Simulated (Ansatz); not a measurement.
# Lattice dynamics of AlBiSe3 (model cell, started as cubic perovskite with Al in the octahedra), part 2 of 2

Wanted: phonon frequencies of AlBiSe3 (model cell, started as cubic perovskite with Al in the octahedra) and what follows from them.

Ansatz 0.2.0; DFT PBEsol, scalar-relativistic, plane waves, PAW.

So far. Step 3 (Tight relaxation): The forces vanish by symmetry and the pressure is 0.000 GPa, within the tolerances set. The cell now holds 22.86 Å³/atom. The relaxed cell has a = 4.853 Å (conventional setting).

The structure was built from a prototype and need not be the compound's stable phase.

### Step 4. Phonons on a q mesh

Stability and thermal properties need the whole zone. Linear response on a 2×2×2 q mesh gives force constants as far as a supercell of that size would.

input.yaml

```yaml
crystal:
  lattice:
    - [4.8529979444, 0.0, 0.0]
    - [0.0, 4.8529979444, 0.0]
    - [0.0, 0.0, 4.8529979444]
  atoms:
    - { symbol: Bi, position: [0.0, 0.0, 0.0] }
    - { symbol: Al, position: [0.5, 0.5, 0.5] }
    - { symbol: Se, position: [0.5, 0.5, 0.0] }
    - { symbol: Se, position: [0.5, 0.0, 0.5] }
    - { symbol: Se, position: [0.0, 0.5, 0.5] }
kpoints:
  mp_grid: { grid: [6, 6, 6] }
hamiltonian:
  xc: pbesol
scf:
  occupations: { method: methfessel_paxton, width: 0.15 }
output:
  eigenvalues: true
phonons:
  method: dfpt
  qmesh: [2, 2, 2]
  temperatures: { t_max: 1000, t_step: 50 }
  qpath:
    path:
      - [[0.0, 0.0, 0.0], [0.0, 0.5, 0.0], [0.5, 0.5, 0.0], [0.0, 0.0, 0.0], [0.5, 0.5, 0.5], [0.0, 0.5, 0.0]]
      - [[0.5, 0.5, 0.5], [0.5, 0.5, 0.0]]
    npoints: 10
```

The run is started by

```sh
$ ansatz run input.yaml --threads 8 --pin off --max-ram 14336MiB --backend cpu --events-out ev --progress --plain --runs-dir out
```

Numbers of over 12 decimals in the logs are rounded to 6 here.

Log:

```text
[...]
Crystal: 5 atoms, lattice volume = 114.296 Å³
Basis set: ecut = 420 eV, 2205 PW (Γ), exchange–correlation on 72×72×72 points (8 copies of the dense FFT grid, shifted against one another)
Bands: 40, of which v1, the nominal top of the filled ones, is band 33 counted from 1 (32 counted from 0)
Symmetry: 48 space group operations
k-points: 20 of 216
[...]
SCF iter   1: F=—  HF=-29039.935165 eV  |F-HF|=—  |Δ(HF+E_count)|=         —  Δρ=5.01e-3  dr2=7.10e-2  ethr=1.77e-3  ⟨swp⟩=7.8  Hψ=3297  notcnv=0
[...]
SCF iter  11: F=-29039.917709 eV  HF=-29039.917709 eV  |F-HF|=1.46e-11  |Δ(HF+E_count)|=  3.64e-12  S|Δr|=    0.00e0  Δρ=2.37e-8  dr2=5.51e-13  ethr=1.00e-12  ⟨swp⟩=10.7  Hψ=3733  notcnv=0
SCF 1 converged in 11 iterations: F = -29039.917709 eV  dr2 = 5.51e-13
[...]
SCF iter   8: F=-29039.917709 eV  HF=-29039.917709 eV  |F-HF|=1.46e-11  |Δ(HF+E_count)|=  7.28e-12  S|Δr|=    0.00e0  Δρ=1.10e-7  dr2=9.35e-12  ethr=1.00e-12  ⟨swp⟩=2.0  Hψ=1716  notcnv=0
SCF 2 converged in 8 iterations: F = -29039.917709 eV  dr2 = 9.35e-12
[...]
phonons: the bands overlap, so this run is a metal and interpolates without the dipole-dipole term. If the crystal is really an insulator or semiconductor, its LO-TO splitting is missing
NSCF: frozen V_eff on 20 k-points
WARN: eigensolver did not converge in 5 slots of this pass, the one above among them; of largest residual over every band (k=9): 1 band(s) unlocked (lowest unlocked band 39, counted from 0; max residual 1.01e-5 eV among the unlocked bands, 1.01e-5 eV over every band); of lowest unlocked band (k=3): band 39
[...]
DFPT response loops at q = (0, 0, 0) (fractional): preconditioner auto → Kerker (q_TF=auto, 2.490 Å⁻¹) (partly filled bands, converged f_vac=0.000); β = 1.00, the filter's whole step (`scf.mixing.beta` (0.50) is not read by the response loops under this deck's `scf.mixing.preconditioner`; to damp them name `kerker` or `kerker_dos`, under which they read `scf.mixing.beta`, and type it under 1.00, their step now; both keys bind the ground state too); Broyden in place of MSR1
[...]
SCF converged after 11 iterations
[...]
Free energy (F): -29039.917709 eV
[...]
Internal energy: -29039.910506 eV  (E = F + TS)
E sigma→0 (E₀):  -29039.915908 eV
Entropy (-TS):   -0.007203 eV (-1.441 meV/atom)
Fermi energy:    9.644740 eV
[...]
--- Band table (eV; the first three rows and the last of 20) ---
  k-point 0: bands = [... 29 lower, 8.0163, 8.4421, 8.4421, 8.4421, 9.2051, 12.3301, 12.3301, 12.3301, ... 3 higher]
  k-point 1: bands = [... 29 lower, 7.7143, 8.2330, 8.4088, 8.4088, 10.2473, 11.4678, 11.9839, 11.9839, ... 3 higher]
  k-point 2: bands = [... 29 lower, 7.2000, 7.8771, 8.6378, 8.6378, 9.9542, 11.3348, 11.3348, 11.8713, ... 3 higher]
  k-point 19: bands = [... 29 lower, 8.3475, 10.1543, 10.1543, 10.1543, 12.2596, 12.2596, 12.2596, 13.3877, ... 3 higher]
--- Phonons (Γ-DFPT): 4 representative perturbations + reference (Σ response iterations 12) ---
  ASR residual: 1.147e-4 → 0.000e0 eV/Å²; symmetrization residual: 9.358e-6 eV/Å²
  ASR residual per site (eV/Å²): 9.41e-6 1.15e-4 5.77e-6 5.77e-6 5.77e-6
  Γ frequencies (cm⁻¹): -114.15 -114.15 -114.15 -110.21 -110.21 -110.21 0.00 0.00 0.00 49.33 49.33 49.33 339.85 339.85 339.85
--- Phonons (arbitrary-q DFPT): 4 irreducible q on the 2×2×2 mesh ---
  q = [0.0000, 0.0000, 0.0000] (star 1, of the zone-centre solve; hermiticity 1.42e-6, symmetrization 4.65e-12): -114.15 -114.15 -114.15 -110.21 -110.21 -110.21 -0.00 0.00 0.00 49.33 49.33 49.33 339.85 339.85 339.85
  q = [0.0000, 0.0000, -0.5000] (star 3, 9 solved perturbations in 504 linear systems a pass and spin channel, the states on 64 of 216 k-point pairs; hermiticity 1.75e-6, symmetrization 2.00e-12): -143.83 -101.97 -101.97 -101.53 -101.53 -31.39 -27.15 19.80 19.80 70.98 70.98 223.40 303.43 339.02 339.02
[...]
sum rule: each row above includes the acoustic sum rule's correction from the zone centre's row sums; it moved no ω² by more than (1.08 cm⁻¹)²
  mesh force constants: q→R imaginary residual 7.26e-18; ASR residual 1.147e-4 → 0.000e0 eV/Å²; symmetrization residual 2.132e-14 eV/Å²
  interpolated dispersion: 62 rows × 15 modes
  density of states and harmonic sums: on the 14×14×14 q-mesh, interpolated from the force constants of a 2×2×2 supercell (no non-analytic term)
  largest difference from the sums on the solved wave vectors: F 6.81e-2 eV, S 1.10e-4 and C_V 4.17e-5 eV/K
  zero-point energy: 0.096369 eV/cell   skipped modes (ω ≤ 0): 752, of them read as no rigid motion or as one in doubt: 749 (6.265e0 modes/cell left out, lowest -156.88 cm⁻¹)   left out of the sums: 4.18e-1 of the cell's modes: C_V's classical limit lies that fraction below 3 k_B per atom; for a crystal, a wire or a layer, F and S can be off by more, and a phonons.interpolated_qmesh denser along its periods is the remedy for the sampling
```

It took 1.7 min on 8 threads of Intel Xeon 6975P-C (Granite Rapids), shared host; peak memory 1.4 GiB.

In the SCF lines HF is the Harris–Foulkes energy and dr2 the Hartree energy of the density residual, in eV; the loop may stop once dr2 is under the threshold and the program's other checks hold. Hψ counts applications of the Hamiltonian.

Numbers from this step:

```
sum-rule residual before enforcement                    : 1.15e-4 eV/Å²
lowest frequency on the path                            : -156.9 cm⁻¹
point group                                             : m-3m
highest frequency on the path or at a solved wavevector : 341.0 cm⁻¹
highest optical mode at the zone centre (no LO-TO term) : 339.9 cm⁻¹
lowest optical zone-centre mode                         : -114.2 cm⁻¹
lowest mode on the q mesh (acoustic modes at Γ apart)   : -156.9 cm⁻¹
```

Frequencies (cm⁻¹) solved at each irreducible wavevector; negative means imaginary. Frequencies by wavevector, by row:

| q in reciprocal lattice units | star | mode 1 | mode 2 | mode 3 | mode 4 | mode 13 | mode 14 | mode 15 |
| --- | --- | --- | --- | --- | --- | --- | --- | --- |
| 0 0 0 | 1 | -114.2 | -114.2 | -114.2 | -110.2 | 339.9 | 339.9 | 339.9 |
| 0 0 -0.5 | 3 | -143.8 | -102 | -102 | -101.5 | 303.4 | 339 | 339 |
| 0 -0.5 -0.5 | 3 | -156.9 | -122.6 | -122.6 | -77.9 | 308.7 | 308.7 | 341 |
| -0.5 -0.5 -0.5 | 1 | -148 | -148 | -148 | -90.8 | 319.8 | 319.8 | 319.8 |

Interpolated from a 2×2×2 q mesh. Phonon branches along the path, in cm⁻¹:

| point | branch 1 | branch 2 | branch 3 | branch 4 | branch 12 | branch 13 | branch 14 | branch 15 |
| --- | --- | --- | --- | --- | --- | --- | --- | --- |
| Γ | -114 | -114 | -114 | -110 | 49 | 340 | 340 | 340 |
| X | -144 | -102 | -102 | -102 | 223 | 303 | 339 | 339 |
| M | -157 | -123 | -123 | -78 | 244 | 309 | 309 | 341 |
| Γ | -114 | -114 | -114 | -110 | 49 | 340 | 340 | 340 |
| R | -148 | -148 | -148 | -91 | 261 | 320 | 320 | 320 |
| X | -144 | -102 | -102 | -102 | 223 | 303 | 339 | 339 |
| jump to R | -148 | -148 | -148 | -91 | 261 | 320 | 320 | 320 |
| M | -157 | -123 | -123 | -78 | 244 | 309 | 309 | 341 |

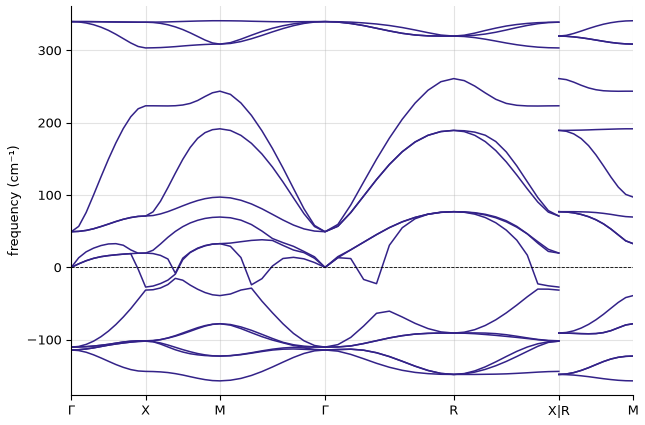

Phonon branches along the path.

The phonon density of states has structure finer than the step of the table below, so its rows give means over 25 cm⁻¹, whole bins alone (the curve runs from -158 to 342 cm⁻¹). Peaks (cm⁻¹: height): -147.5: 0.0716, -112.5: 0.103, -92.5: 0.144, 37.5: 0.0577, 337.5: 0.195.

Tetrahedra on a 14×14×14 mesh, mean over bins of 5 cm-1. Interpolated from a 2×2×2 q mesh. The phonon density of states by wavenumber; means over each step:

| wavenumber (cm⁻¹) | phonon density of states (1/cm⁻¹/cell) |
| --- | --- |
| -125 | 0.0638 |
| -100 | 0.0963 |
| -75 | 0.0190 |
| -50 | 0.0205 |
| -25 | 0.00749 |
| 0 | 0.0151 |
| 25 | 0.0331 |
| 50 | 0.0479 |
| 75 | 0.0384 |
| 100 | 0.0190 |
| 125 | 0.0154 |
| 150 | 0.0161 |
| 175 | 0.0204 |
| 200 | 0.0108 |
| 225 | 0.0171 |
| 250 | 0.00375 |
| 275 | 1.0e-6 |
| 300 | 0.0144 |
| 325 | 0.0825 |

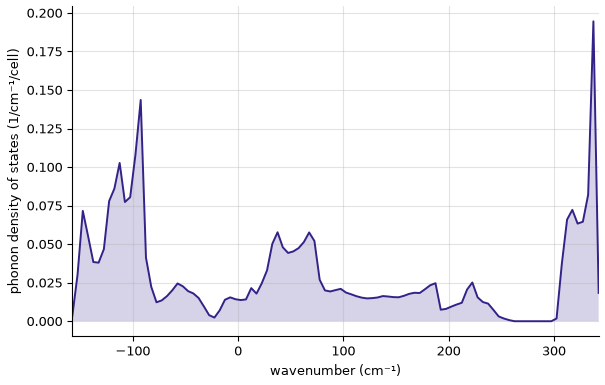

Phonon density of states against wavenumber.

The partial phonon density of states has structure finer than the step of the table below, so its rows give means over 25 cm⁻¹, whole bins alone (the curve runs from -166 to 361 cm⁻¹). Peaks (cm⁻¹: height): Al 338.0: 0.0788; Bi -93.2: 0.0466, -56.7: 0.0199, 36.1: 0.0275; Se -146.3: 0.0602, -113.1: 0.0775, 69.3: 0.0393, 158.9: 0.0248, 178.8: 0.0223, 221.9: 0.0231, 338.0: 0.0450.

Phonopy on the run's constants, 11x11x11 mesh, Gaussian sigma 3.8 cm-1. Interpolated from a 2×2×2 q mesh. Table of partial phonon density of states by wavenumber; means over each step; values in 1/cm⁻¹/cell:

| wavenumber (cm⁻¹) | Al | Bi | Se |
| --- | --- | --- | --- |
| -150 | 3.3e-6 | 5.6e-5 | 0.0355 |
| -125 | 1.8e-4 | 0.00702 | 0.0565 |
| -100 | 2.7e-4 | 0.0287 | 0.0645 |
| -75 | 3.0e-5 | 0.0118 | 0.0106 |
| -50 | 2.8e-5 | 0.0165 | 0.00337 |
| -25 | 1.9e-5 | 0.00661 | 0.00382 |
| 0 | 4.6e-5 | 0.00625 | 0.00476 |
| 25 | 9.4e-5 | 0.0182 | 0.0156 |
| 50 | 0.00101 | 0.0183 | 0.0291 |
| 75 | 0.00602 | 0.00597 | 0.0276 |
| 100 | 0.00542 | 1.1e-4 | 0.00962 |
| 125 | 0.00628 | 1.5e-4 | 0.0134 |
| 150 | 0.00349 | 6.7e-5 | 0.0116 |
| 175 | 0.00278 | 3.8e-5 | 0.0155 |
| 200 | 0.00189 | 1.4e-5 | 0.0102 |
| 225 | 0.00170 | 9.5e-6 | 0.0148 |
| 250 | 3.7e-4 | 2.0e-7 | 0.00375 |
| 275 | 1.0e-6 | 0 | 2.8e-5 |
| 300 | 0.0148 | 2.4e-5 | 7.9e-4 |
| 325 | 0.0588 | 4.8e-5 | 0.0189 |

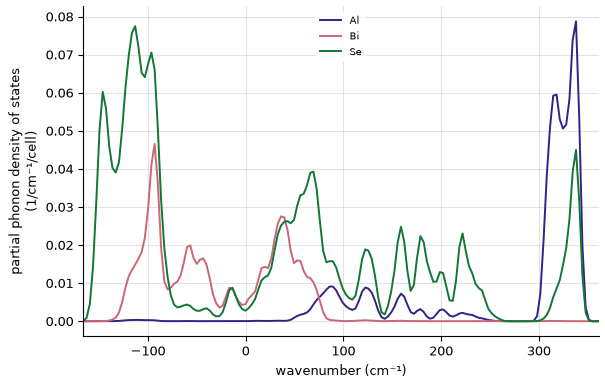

Partial phonon density of states against wavenumber.

Symmetry leaves 4 wavevectors to solve. The lowest mode among them, the acoustic zeros apart, lies at q = (0, -0.5, -0.5) and is imaginary, 156.9i cm⁻¹, so the energy falls along it.

### Step 5. Outcome

```yaml
space_group_after_relaxation_within_0p01_a: Pm-3m
volume_per_atom: 22.9 Å³
electronic_character: no gap on this mesh
highest_optical_mode_at_the_zone_centre_no_lo_to_term: 340 cm⁻¹
lowest_optical_zone_centre_mode: -114 cm⁻¹
lowest_mode_on_the_q_mesh_acoustic_modes_at_gamma_apart: -157 cm⁻¹
highest_frequency_on_the_path_or_at_a_solved_wavevector: 341 cm⁻¹
imaginary_modes_on_the_2x2x2_q_mesh: yes
```

What this shows: Modes are clearly imaginary (beyond 10i cm⁻¹) at 4 of the 4 irreducible wavevectors, most at q = (0, -0.5, -0.5) (156.9i cm⁻¹), so this structure is not a minimum of the energy. The optical modes at Γ span -114 to 340 cm⁻¹ (negative means imaginary). With no gap, or one that is small against the smearing, the frequencies hang on the k mesh and the smearing, most of all near Kohn anomalies. Spin-orbit coupling is left out, which can matter for the heavy elements here. A phonon run warned that its eigensolver left some bands unconverged in a pass. The starting cell was built on a prototype and not taken from a measurement, so the phase need not exist. These are harmonic frequencies at zero temperature: anharmonic shifts, linewidths and thermal expansion are left out.

[Logs are printed without paths, hosts, clocks, repeated set-up lines and the standing remarks that a program may print on its own settings, such as how far it seeks lower states.]

[Hosts, paths, dates, database ids (printed as entryN), source tags and the programs' standing remarks are cut or masked in the printed files.]
